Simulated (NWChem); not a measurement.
# C3H7Br (1-bromopropane): levels of theory compared

Wanted: a comparison of 5 runs (BLYP/def2-SVP, PBE/def2-SVP, TPSS/def2-SVP, r2SCAN/def2-SVP, revPBE/def2-SVP) of C3H7Br (1-bromopropane). 

Program for the calculation: NWChem 7.3.0.

## 1. The molecule

The species is C3H7Br (11 atoms), meant as a singlet with charge 0. As SMILES, `CCCBr`. Geometry: relaxed at PBE0-D4/def2-TZVP. This is one conformer, not always the lowest.

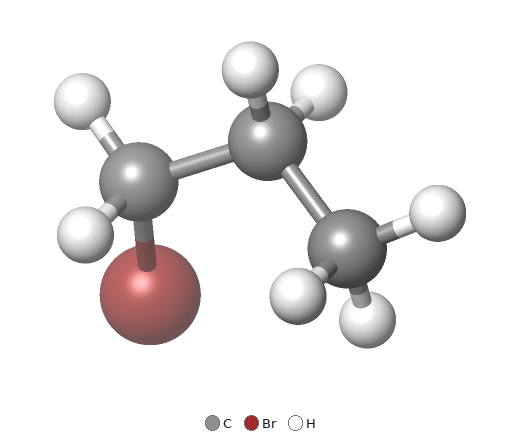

Viewed from a chosen angle; carbon grey, bromine red, hydrogen white.

## 2. Energy and forces at BLYP/def2-SVP (run 1)

File c3h7br.nw:

```
start c3h7br
memory total 2200 mb
charge 0
geometry noautosym nocenter noautoz
  C       -0.555400       1.176300       0.174600
  C       -0.232700      -0.258200       0.548300
  C        0.751200      -0.933400      -0.376500
  Br       0.042600      -1.165200      -2.181600
  H       -1.020500       1.228900      -0.811600
  H       -1.242800       1.621500       0.896400
  H        0.349400       1.789900       0.151000
  H       -1.148000      -0.854800       0.598800
  H        0.212600      -0.288200       1.551000
  H        1.664500      -0.352300      -0.499500
  H        1.004600      -1.937400      -0.042700
end
basis spherical bse
  * library def2-SVP
end
dft
  xc becke88 lyp
  mult 1
  grid fine
  convergence energy 1e-08
  iterations 100
  mulliken
end
task dft gradient
```

On the command line:

```
$ nwchem c3h7br.nw > c3h7br.out
```

The program printed:

```text
[...]
          Wavefunction type:  closed shell.
          No. of atoms     :    11
          No. of electrons :    60
[...]
          Charge           :     0
          Spin multiplicity:     1
[...]
          AO basis - number of functions:   109
[...]
              XC Information
              --------------
                    Becke 1988 Exchange Functional  1.000
              Lee-Yang-Parr Correlation Functional  1.000
[...]
 d= 0,ls=0.0,diis     1  -2692.1775134072 -2.94D+03  1.00D-02  5.58D-01     3.6
[...]
 d= 0,ls=0.0,diis    10  -2692.2317098318 -8.30D-10  3.17D-07  2.00D-09    29.0
         Total DFT energy =    -2692.231709831782
      One electron energy =    -4228.644793072737
           Coulomb energy =     1401.019472824785
    Exchange-Corr. energy =     -110.149027482275
 Nuclear repulsion energy =      245.542637898445
[...]
      Total Density - Mulliken Population Analysis
     ---------------------------------------------
    Atom       Charge   Shell Charges
 -----------   ------   -------------------------------------------------------
    1 C    6     5.94   1.98  0.92  0.05  2.15  0.81  0.03
    2 C    6     5.94   1.98  0.94  0.05  2.15  0.79  0.04
    3 C    6     6.00   1.98  0.96  0.13  2.07  0.81  0.04
    4 Br  35    35.15   2.00  2.00  1.99  1.48  0.51  6.00  5.97  2.37  2.79  8.18  1.76  0.11
    5 H    1     0.99   0.74  0.23  0.02
    6 H    1     1.01   0.75  0.23  0.02
    7 H    1     1.01   0.75  0.24  0.02
    8 H    1     1.01   0.76  0.23  0.02
    9 H    1     1.01   0.76  0.23  0.02
   10 H    1     0.97   0.75  0.20  0.02
[...]
  wavefunction    = closed shell
[...]
```

It took 36 s on 1 thread of Intel Xeon Platinum 8375C at 2.90GHz (Ice Lake), shared host; peak memory 0.13 GiB.

## 3. Energy and forces at PBE/def2-SVP (run 2)

File a.nw:

```
start a
memory total 2200 mb
charge 0
geometry units angstrom noautosym nocenter noautoz
  C    -0.555400    1.176300    0.174600
  C    -0.232700   -0.258200    0.548300
  C     0.751200   -0.933400   -0.376500
  Br    0.042600   -1.165200   -2.181600
  H    -1.020500    1.228900   -0.811600
  H    -1.242800    1.621500    0.896400
  H     0.349400    1.789900    0.151000
  H    -1.148000   -0.854800    0.598800
  H     0.212600   -0.288200    1.551000
  H     1.664500   -0.352300   -0.499500
  H     1.004600   -1.937400   -0.042700
end
basis "ao basis" spherical bse
  * library def2-SVP
end
dft
  xc xpbe96 cpbe96
  grid fine
  convergence energy 1e-08
  maxiter 100
  mulliken
  print medium
end
task dft gradient
```

On the command line:

```
$ nwchem a.nw > a.out
```

The program printed:

```text
[...]
          Wavefunction type:  closed shell.
          No. of atoms     :    11
          No. of electrons :    60
[...]
          Charge           :     0
          Spin multiplicity:     1
[...]
          AO basis - number of functions:   109
[...]
              XC Information
              --------------
          PerdewBurkeErnzerhof Exchange Functional  1.000
            Perdew 1991 LDA Correlation Functional  1.000 local
           PerdewBurkeErnz. Correlation Functional  1.000 non-local
[...]
 d= 0,ls=0.0,diis     1  -2691.6870852426 -2.94D+03  9.12D-03  4.99D-01     3.6
[...]
 d= 0,ls=0.0,diis    10  -2691.7336674284 -5.51D-10  1.72D-07  7.00D-10    29.2
         Total DFT energy =    -2691.733667428360
      One electron energy =    -4228.745693963157
           Coulomb energy =     1401.110898915818
    Exchange-Corr. energy =     -109.641510279467
 Nuclear repulsion energy =      245.542637898445
[...]
      Total Density - Mulliken Population Analysis
     ---------------------------------------------
    Atom       Charge   Shell Charges
 -----------   ------   -------------------------------------------------------
    1 C    6     6.03   1.98  0.91  0.11  2.14  0.86  0.03
    2 C    6     6.03   1.98  0.92  0.12  2.14  0.84  0.03
    3 C    6     6.08   1.98  0.94  0.19  2.06  0.87  0.03
    4 Br  35    35.14   2.00  2.00  1.99  1.46  0.52  6.00  5.97  2.36  2.79  8.19  1.75  0.11
    5 H    1     0.96   0.73  0.20  0.02
    6 H    1     0.97   0.74  0.21  0.02
    7 H    1     0.98   0.74  0.21  0.02
    8 H    1     0.97   0.74  0.20  0.02
    9 H    1     0.97   0.75  0.20  0.02
   10 H    1     0.93   0.74  0.17  0.02
[...]
  wavefunction    = closed shell
[...]
```

Run time: 36 s. Hardware: 1 thread of Intel Xeon Platinum 8375C at 2.90GHz (Ice Lake), shared host; peak memory 0.13 GiB.

Runs 3 to 4 aren't shown in full; the table further down has their settings and results.

## 4. Energy and forces at revPBE/def2-SVP (run 5)

File c3h7br.nw:

```
start c3h7br
title "C3H7Br revPBE"
memory stack 880 mb heap 220 mb global 1100 mb
charge 0

geometry units angstroms noautosym nocenter noautoz
  C     -0.555400     1.176300     0.174600
  C     -0.232700    -0.258200     0.548300
  C      0.751200    -0.933400    -0.376500
  Br     0.042600    -1.165200    -2.181600
  H     -1.020500     1.228900    -0.811600
  H     -1.242800     1.621500     0.896400
  H      0.349400     1.789900     0.151000
  H     -1.148000    -0.854800     0.598800
  H      0.212600    -0.288200     1.551000
  H      1.664500    -0.352300    -0.499500
  H      1.004600    -1.937400    -0.042700
end

basis spherical bse
  C library def2-SVP
  Br library def2-SVP
  H library def2-SVP
end

dft
  xc revpbe cpbe96
  grid fine
  convergence energy 1e-08
  iterations 100
  mulliken
  print medium
end

task dft gradient
```

On the command line:

```
$ nwchem c3h7br.nw > c3h7br.out
```

The program printed:

```text
[...]
          Wavefunction type:  closed shell.
          No. of atoms     :    11
          No. of electrons :    60
[...]
          Charge           :     0
          Spin multiplicity:     1
[...]
          AO basis - number of functions:   109
[...]
              XC Information
              --------------
                        RevPBE Exchange Functional  1.000
            Perdew 1991 LDA Correlation Functional  1.000 local
           PerdewBurkeErnz. Correlation Functional  1.000 non-local
[...]
 d= 0,ls=0.0,diis     1  -2691.9883890059 -2.94D+03  8.97D-03  4.65D-01     3.6
[...]
 d= 0,ls=0.0,diis    10  -2692.0351545639 -4.21D-10  1.70D-07  6.33D-10    29.2
         Total DFT energy =    -2692.035154563907
      One electron energy =    -4228.797123613445
           Coulomb energy =     1401.178148119415
    Exchange-Corr. energy =     -109.958816968323
 Nuclear repulsion energy =      245.542637898445
[...]
      Total Density - Mulliken Population Analysis
     ---------------------------------------------
    Atom       Charge   Shell Charges
 -----------   ------   -------------------------------------------------------
    1 C    6     6.01   1.98  0.91  0.11  2.13  0.85  0.03
    2 C    6     6.02   1.98  0.92  0.12  2.13  0.84  0.03
    3 C    6     6.06   1.99  0.95  0.18  2.05  0.85  0.03
    4 Br  35    35.15   2.00  2.00  1.99  1.45  0.53  6.00  5.97  2.36  2.80  8.19  1.75  0.11
    5 H    1     0.97   0.74  0.20  0.02
    6 H    1     0.98   0.75  0.21  0.02
    7 H    1     0.99   0.75  0.21  0.02
    8 H    1     0.97   0.75  0.20  0.02
    9 H    1     0.98   0.75  0.20  0.02
   10 H    1     0.94   0.75  0.17  0.02
[...]
  wavefunction    = closed shell
[...]
```

Wall time 36 s (1 thread of Intel Xeon Platinum 8375C at 2.90GHz (Ice Lake), shared host); peak memory 0.13 GiB.

## 5. The series

```tsv
run	level	energy (Eh)	dipole moment (D)	HOMO energy (eV)	LUMO energy (eV)	wall time
1	BLYP/def2-SVP	-2692.231710	1.83	-6.07	-0.39	36 s
2	PBE/def2-SVP	-2691.733667	1.90	-6.28	-0.55	36 s
3	TPSS/def2-SVP	-2692.232687	2.01	-6.44	-0.41	40 s
4	r2SCAN/def2-SVP	-2692.208182	2.08	-6.65	-0.35	38 s
5	revPBE/def2-SVP	-2692.035155	1.91	-6.25	-0.48	36 s
```

## 6. What came out

| quantity | value |
| --- | --- |
| run 5: total energy | -2692.03515 Eh |
| run 5: dipole moment | 1.91 D |
| run 5: HOMO energy | -6.25 eV |
| run 5: LUMO energy | -0.48 eV |
| run 5: HOMO–LUMO gap | 5.77 eV |
| run 5: largest force on an atom | 0.629 eV/Å |

In words: The dipole moment (its size) runs from 1.83 D (BLYP/def2-SVP) to 2.08 D (r2SCAN/def2-SVP). The HOMO–LUMO gap runs from 5.68 eV (BLYP/def2-SVP) to 6.29 eV (r2SCAN/def2-SVP). Totals of different functionals can't be ranked against each other. All runs together took 3.1 min, the longest 40 s.
